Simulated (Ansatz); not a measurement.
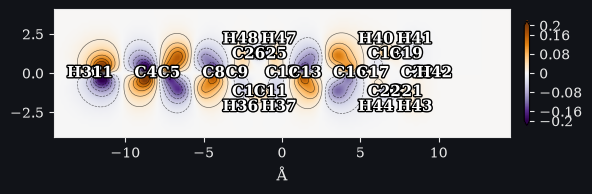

*C₃₀H₂₂ (SMILES c1ccc(-c2ccc(-c3ccc(-c4ccc(-c5ccccc5)cc4)cc3)cc2)cc1). The HOMO−1 on the plane of atoms C10, C9 and C26 (values in Å⁻³ᐟ²; the overall sign is arbitrary).*

Geometry: r2SCAN-D4/def2-SVP.

These are results of RKS PBE0-D4/def2-TZVP (Ansatz 0.2.0), not measurements.

C₃₀H₂₂ (SMILES c1ccc(-c2ccc(-c3ccc(-c4ccc(-c5ccccc5)cc4)cc3)cc2)cc1), 52 atoms.

What is the character of this orbital?

Answer. No atom holds more than about 10 % of it (Hirshfeld); by element the shares are C 95 % and H 5 %. Its energy is −6.59 eV.
